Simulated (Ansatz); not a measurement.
# SN+: geometry and frequencies at several levels, part 1 of 2

Aim: geometry and frequencies at several levels, for SN+, with the cost of each level. Charge +1.

Method: the levels named in each step, in Ansatz 0.2.0.

## 1. Starting point

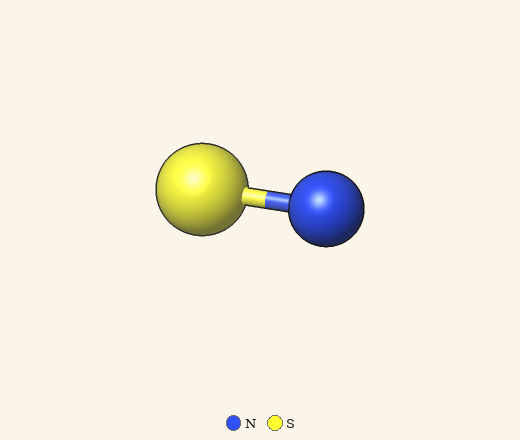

Start, viewed from a chosen angle; nitrogen blue, sulfur yellow.

As a file:

```xyz
2

N     0.0000    0.0000    0.0000
S     0.0000    0.0000    1.3968
```

## 2. A rough first relaxation, PBE-D4/def2-SVP

This run stands in another session on the same molecule. It ended at:

```xyz
2

N     0.0000    0.0000   -0.0289
S     0.0000    0.0000    1.4257
```

## 3. Relaxation, PBE0-D4/def2-TZVPP

This run stands in another session on the same molecule. It ended at:

```xyz
2

N     0.0000    0.0000   -0.0128
S     0.0000    0.0000    1.4097
```

## 4. Frequencies, PBE0-D4/def2-TZVPP

Contents of input.yaml:

```yaml
crystal:
  periodic: [false, false, false]
  atoms:
    - { symbol: "N", position_ang: [0.0, 0.0, -0.01284272] }
    - { symbol: S, position_ang: [0.0, 0.0, 1.40966272] }
total_charge: 1
basis:
  gaussian: { orbitals: def2-TZVPP }
hamiltonian:
  xc: pbe0
  dispersion: d4
phonons: {}
```

Started as:

```sh
$ ansatz run input.yaml --threads 2 --pin off --max-ram 5120MiB --backend cpu --events-out ev --progress --plain --runs-dir out
```

Output, shortened:

```text
Warning: RAYON_NUM_THREADS=2 ignored (pool sized by the plan → 2); use --threads N
[...]
Functional definition: PBE0
[...]
470 factors; their error is unknown
[...]
mean field -12309.38668666 eV, -452.3616171326 hartree, gradient 6.8e-6 eV, S^2 0.000000; 0 other end points of the search recorded, 0 dependent functions left out
[...]
reference -12309.38670333 eV, -452.3616177454 hartree; 11, 11 occupied and 62, 62 virtual orbitals, 470 factors
[...]
470 factors; their error is unknown
mean field -12309.38668666 eV, -452.3616171327 hartree, gradient 1.1e-6 eV, S^2 0.000000; 0 other end points of the search recorded, 0 dependent functions left out
[...]
reference -12309.38670333 eV, -452.3616177455 hartree; 11, 11 occupied and 62, 62 virtual orbitals, 470 factors
[...]
470 factors; their error is unknown
[...]
mean field -12309.38668666 eV, -452.3616171327 hartree, gradient 1.1e-6 eV, S^2 0.000000; 0 other end points of the search recorded, 0 dependent functions left out
[...]
reference -12309.38670333 eV, -452.3616177455 hartree; 11, 11 occupied and 62, 62 virtual orbitals, 470 factors
[...]
470 factors; their error is unknown
mean field -12309.38668666 eV, -452.3616171327 hartree, gradient 1.1e-6 eV, S^2 0.000000; 0 other end points of the search recorded, 0 dependent functions left out
[...]
reference -12309.38670333 eV, -452.3616177455 hartree; 11, 11 occupied and 62, 62 virtual orbitals, 470 factors
[...]
470 factors; their error is unknown
[...]
reference -12309.38670333 eV, -452.3616177455 hartree; 11, 11 occupied and 62, 62 virtual orbitals, 470 factors
[...]
470 factors; their error is unknown
mean field -12309.38668666 eV, -452.3616171327 hartree, gradient 1.1e-6 eV, S^2 0.000000; 0 other end points of the search recorded, 0 dependent functions left out
[...]
reference -12309.38670333 eV, -452.3616177455 hartree; 11, 11 occupied and 62, 62 virtual orbitals, 470 factors
[...]
470 factors; their error is unknown
[...]
mean field -12309.38668666 eV, -452.3616171327 hartree, gradient 1.1e-6 eV, S^2 0.000000; 0 other end points of the search recorded, 0 dependent functions left out
[...]
reference -12309.38670333 eV, -452.3616177455 hartree; 11, 11 occupied and 62, 62 virtual orbitals, 470 factors
[...]
470 factors; their error is unknown
mean field -12309.38642415 eV, -452.3616074857 hartree, gradient 1.1e-6 eV, S^2 0.000000; 0 other end points of the search recorded, 0 dependent functions left out
[...]
reference -12309.38644082 eV, -452.3616080982 hartree; 11, 11 occupied and 62, 62 virtual orbitals, 470 factors
[...]
470 factors; their error is unknown
mean field -12309.38641780 eV, -452.3616072524 hartree, gradient 1.1e-6 eV, S^2 0.000000; 0 other end points of the search recorded, 0 dependent functions left out
[...]
reference -12309.38643448 eV, -452.3616078655 hartree; 11, 11 occupied and 62, 62 virtual orbitals, 470 factors
Total energy: -12309.40024891 eV, -452.3621155363 hartree
Atom 0 at     0.000000     0.000000    -0.012843 Å, force    -0.000000    -0.000000     0.000022 eV/Å
Atom 1 at     0.000000     0.000000     1.409663 Å, force     0.000000     0.000000    -0.000022 eV/Å
Dipole moment:    -0.000000     0.000000     0.443010 e Å
Vibrations: 1540.03 cm⁻¹, zero-point energy 0.095469 eV
```

It took 4.6 s on 2 threads of Intel Xeon Platinum 8488C (Sapphire Rapids), shared host; peak memory 0.13 GiB.

Harmonic frequencies (cm⁻¹; negative: imaginary): 1540.

## 5. Relaxation, PBE-D4/def2-TZVPP

Edit input.yaml of step 4 so:

```diff
@@ -9,4 +9,6 @@
 hamiltonian:
-  xc: pbe0
+  xc: pbe
   dispersion: d4
-phonons: {}
+relax:
+  f_tol: 0.002
+  max_steps: 150
```

Started as:

```sh
$ ansatz run input.yaml --threads 2 --pin off --max-ram 5120MiB --backend cpu --events-out ev --progress --plain --runs-dir out
```

Output, shortened:

```text
Warning: RAYON_NUM_THREADS=2 ignored (pool sized by the plan → 2); use --threads N
[...]
Functional definition: PBE
[...]
439 factors; their error is unknown
[...]
mean field -12308.94159370 eV, -452.3452602683 hartree, gradient 1.6e-5 eV, S^2 0.000000; 0 other end points of the search recorded, 0 dependent functions left out
[...]
reference -12308.94161594 eV, -452.3452610853 hartree; 11, 11 occupied and 62, 62 virtual orbitals, 439 factors
relax step   1: F+E_penalty+E_count = -12308.95816771 eV  Δ(F+E_penalty+E_count) = +0.000e0 eV  max|allowed force component| = 1.728e0 eV/Å  Δτ_max = 0.0000 Å  (26 SCF iters, accepted)
[...]
relax step   3: F+E_penalty+E_count = -12308.97670221 eV  Δ(F+E_penalty+E_count) = -3.906e-3 eV  max|allowed force component| = 3.572e-2 eV/Å  Δτ_max = 0.0049 Å  (28 SCF iters, accepted)
[...]
relax step   4: F+E_penalty+E_count = -12308.97671085 eV  Δ(F+E_penalty+E_count) = -8.647e-6 eV  max|allowed force component| = 5.830e-4 eV/Å  Δτ_max = 0.0002 Å  (18 SCF iters, accepted)
439 factors; their error is unknown
mean field -12308.96015815 eV, -452.3459424990 hartree, gradient 3.2e-5 eV, S^2 0.000000; 1 other end points of the search recorded, 0 dependent functions left out
[...]
reference -12308.96018030 eV, -452.3459433131 hartree; 11, 11 occupied and 62, 62 virtual orbitals, 439 factors
Total energy: -12308.97673300 eV, -452.3465516138 hartree
Atom 0 at    -0.000000    -0.000000    -0.023811 Å, force     0.000000    -0.000000    -0.000583 eV/Å
Atom 1 at     0.000000     0.000000     1.420631 Å, force    -0.000000     0.000000     0.000583 eV/Å
Dipole moment:    -0.000000    -0.000000     0.416952 e Å
```

It took 1.9 s on 2 threads of Intel Xeon Platinum 8488C (Sapphire Rapids), shared host; peak memory 0.12 GiB.

Relaxation path:

| step | E - E(step 1) (eV) | largest force component (eV/Å) |
| --- | --- | --- |
| 1 | 0.0000 | 1.7280 |
| 2 | -0.0146 | 0.7752 |
| 3 | -0.0185 | 0.0357 |
| 4 | -0.0185 | 0.0006 |

Step 1 is the start.

Before: Bond lengths: N1–S2 1.423 Å.

After: Bond lengths: N1–S2 1.444 Å.

## 6. Frequencies, PBE-D4/def2-TZVPP

Contents of input.yaml:

```yaml
crystal:
  periodic: [false, false, false]
  atoms:
    - { symbol: "N", position_ang: [0.0, 0.0, -0.02381132] }
    - { symbol: S, position_ang: [0.0, 0.0, 1.42063132] }
total_charge: 1
basis:
  gaussian: { orbitals: def2-TZVPP }
hamiltonian:
  xc: pbe
  dispersion: d4
phonons: {}
```

Started as:

```sh
$ ansatz run input.yaml --threads 2 --pin off --max-ram 5120MiB --backend cpu --events-out ev --progress --plain --runs-dir out
```

Output, shortened:

```text
Warning: RAYON_NUM_THREADS=2 ignored (pool sized by the plan → 2); use --threads N
[...]
[... 1 set-up line as earlier in the session ...]
[...]
439 factors; their error is unknown
[...]
mean field -12308.96015815 eV, -452.3459424990 hartree, gradient 5.3e-6 eV, S^2 0.000000; 0 other end points of the search recorded, 0 dependent functions left out
[...]
reference -12308.96018030 eV, -452.3459433131 hartree; 11, 11 occupied and 62, 62 virtual orbitals, 439 factors
[...]
439 factors; their error is unknown
mean field -12308.96015815 eV, -452.3459424992 hartree, gradient 1.5e-6 eV, S^2 0.000000; 0 other end points of the search recorded, 0 dependent functions left out
[...]
reference -12308.96018030 eV, -452.3459433132 hartree; 11, 11 occupied and 62, 62 virtual orbitals, 439 factors
[...]
439 factors; their error is unknown
[...]
reference -12308.96018030 eV, -452.3459433132 hartree; 11, 11 occupied and 62, 62 virtual orbitals, 439 factors
[...]
439 factors; their error is unknown
mean field -12308.95993306 eV, -452.3459342274 hartree, gradient 1.5e-6 eV, S^2 0.000000; 0 other end points of the search recorded, 0 dependent functions left out
[...]
reference -12308.95995521 eV, -452.3459350411 hartree; 11, 11 occupied and 62, 62 virtual orbitals, 439 factors
[...]
439 factors; their error is unknown
mean field -12308.95992297 eV, -452.3459338566 hartree, gradient 1.5e-6 eV, S^2 0.000000; 0 other end points of the search recorded, 0 dependent functions left out
[...]
reference -12308.95994513 eV, -452.3459346710 hartree; 11, 11 occupied and 62, 62 virtual orbitals, 439 factors
Total energy: -12308.97673300 eV, -452.3465516138 hartree
Atom 0 at     0.000000     0.000000    -0.023811 Å, force     0.000000     0.000000    -0.000584 eV/Å
Atom 1 at     0.000000     0.000000     1.420631 Å, force    -0.000000    -0.000000     0.000584 eV/Å
Dipole moment:     0.000000     0.000000     0.416952 e Å
Vibrations: 1433.28 cm⁻¹, zero-point energy 0.088852 eV
```

Wall time 3.6 s (2 threads of Intel Xeon Platinum 8488C (Sapphire Rapids), shared host); peak memory 0.12 GiB.

Harmonic frequencies (cm⁻¹; negative: imaginary): 1433.

## 7. Relaxation, r2SCAN-D4/def2-TZVPP

Contents of input.yaml:

```yaml
crystal:
  periodic: [false, false, false]
  atoms:
    - { symbol: "N", position_ang: [0.0, 0.0, -0.01284272] }
    - { symbol: S, position_ang: [0.0, 0.0, 1.40966272] }
total_charge: 1
basis:
  gaussian: { orbitals: def2-TZVPP }
hamiltonian:
  xc: r2scan
  dispersion: d4
relax:
  f_tol: 0.002
  max_steps: 150
```

Started as:

```sh
$ ansatz run input.yaml --threads 2 --pin off --max-ram 5120MiB --backend cpu --events-out ev --progress --plain --runs-dir out
```

Output, shortened:

```text
Warning: RAYON_NUM_THREADS=2 ignored (pool sized by the plan → 2); use --threads N
[...]
Functional definition: r2SCAN
[...]
439 factors; their error is unknown
[...]
mean field -12313.41843082 eV, -452.5097809977 hartree, gradient 7.6e-5 eV, S^2 0.000000; 0 other end points of the search recorded, 0 dependent functions left out
[...]
reference -12313.41843687 eV, -452.5097812203 hartree; 11, 11 occupied and 62, 62 virtual orbitals, 439 factors
relax step   1: F+E_penalty+E_count = -12313.42187347 eV  Δ(F+E_penalty+E_count) = +0.000e0 eV  max|allowed force component| = 7.306e-1 eV/Å  Δτ_max = 0.0000 Å  (27 SCF iters, accepted)
[...]
relax step   3: F+E_penalty+E_count = -12313.42510356 eV  Δ(F+E_penalty+E_count) = -6.293e-4 eV  max|allowed force component| = 5.922e-3 eV/Å  Δτ_max = 0.0019 Å  (31 SCF iters, accepted)
[...]
relax step   4: F+E_penalty+E_count = -12313.42510378 eV  Δ(F+E_penalty+E_count) = -2.198e-7 eV  max|allowed force component| = 3.565e-5 eV/Å  Δτ_max = 0.0000 Å  (19 SCF iters, accepted)
439 factors; their error is unknown
mean field -12313.42166274 eV, -452.5098997687 hartree, gradient 1.1e-5 eV, S^2 0.000000; 1 other end points of the search recorded, 0 dependent functions left out
[...]
reference -12313.42166880 eV, -452.5098999915 hartree; 11, 11 occupied and 62, 62 virtual orbitals, 439 factors
Total energy: -12313.42510984 eV, -452.5100264474 hartree
Atom 0 at     0.000000     0.000000    -0.017303 Å, force     0.000000    -0.000000    -0.000036 eV/Å
Atom 1 at    -0.000000    -0.000000     1.414123 Å, force    -0.000000     0.000000     0.000036 eV/Å
Dipole moment:    -0.000000     0.000000     0.429423 e Å
```

Run time: 3.5 s. Hardware: 2 threads of Intel Xeon Platinum 8488C (Sapphire Rapids), shared host; peak memory 0.12 GiB.

The steps of the relaxation:

| step | energy from step 1 (eV) | largest force component (eV/Å) |
| --- | --- | --- |
| 1 | 0.0000 | 0.7306 |
| 2 | -0.0026 | 0.3194 |
| 3 | -0.0032 | 0.0059 |
| 4 | -0.0032 | 0.0000 |

Step 1 is the start.

Before: Bond lengths: N1–S2 1.423 Å.

After: Bond lengths: N1–S2 1.431 Å.

## 8. Frequencies, r2SCAN-D4/def2-TZVPP

Contents of input.yaml:

```yaml
crystal:
  periodic: [false, false, false]
  atoms:
    - { symbol: "N", position_ang: [0.0, 0.0, -0.01730305] }
    - { symbol: S, position_ang: [0.0, 0.0, 1.41412305] }
total_charge: 1
basis:
  gaussian: { orbitals: def2-TZVPP }
hamiltonian:
  xc: r2scan
  dispersion: d4
phonons: {}
```

Started as:

```sh
$ ansatz run input.yaml --threads 2 --pin off --max-ram 5120MiB --backend cpu --events-out ev --progress --plain --runs-dir out
```

Output, shortened:

```text
Warning: RAYON_NUM_THREADS=2 ignored (pool sized by the plan → 2); use --threads N
[...]
[... 1 set-up line as earlier in the session ...]
[...]
439 factors; their error is unknown
[...]
mean field -12313.42166274 eV, -452.5098997687 hartree, gradient 1.6e-5 eV, S^2 0.000000; 0 other end points of the search recorded, 0 dependent functions left out
[...]
reference -12313.42166880 eV, -452.5098999915 hartree; 11, 11 occupied and 62, 62 virtual orbitals, 439 factors
[...]
439 factors; their error is unknown
mean field -12313.42166274 eV, -452.5098997688 hartree, gradient 9.4e-7 eV, S^2 0.000000; 0 other end points of the search recorded, 0 dependent functions left out
[...]
reference -12313.42166880 eV, -452.5098999916 hartree; 11, 11 occupied and 62, 62 virtual orbitals, 439 factors
[...]
439 factors; their error is unknown
[...]
reference -12313.42166880 eV, -452.5098999916 hartree; 11, 11 occupied and 62, 62 virtual orbitals, 439 factors
[...]
439 factors; their error is unknown
mean field -12313.42141524 eV, -452.5098906734 hartree, gradient 9.7e-7 eV, S^2 0.000000; 0 other end points of the search recorded, 0 dependent functions left out
[...]
reference -12313.42142131 eV, -452.5098908962 hartree; 11, 11 occupied and 62, 62 virtual orbitals, 439 factors
[...]
439 factors; their error is unknown
mean field -12313.42141170 eV, -452.5098905433 hartree, gradient 9.1e-7 eV, S^2 0.000000; 0 other end points of the search recorded, 0 dependent functions left out
[...]
reference -12313.42141777 eV, -452.5098907661 hartree; 11, 11 occupied and 62, 62 virtual orbitals, 439 factors
Total energy: -12313.42510984 eV, -452.5100264474 hartree
Atom 0 at     0.000000     0.000000    -0.017303 Å, force     0.000000    -0.000000    -0.000035 eV/Å
Atom 1 at     0.000000     0.000000     1.414123 Å, force    -0.000000     0.000000     0.000035 eV/Å
Dipole moment:     0.000000    -0.000000     0.429423 e Å
Vibrations: 1491.70 cm⁻¹, zero-point energy 0.092473 eV
```

Wall time 5 s (2 threads of Intel Xeon Platinum 8488C (Sapphire Rapids), shared host); peak memory 0.12 GiB.

Harmonic frequencies (cm⁻¹; negative: imaginary): 1492.

(Continued in part 2 of 2.)
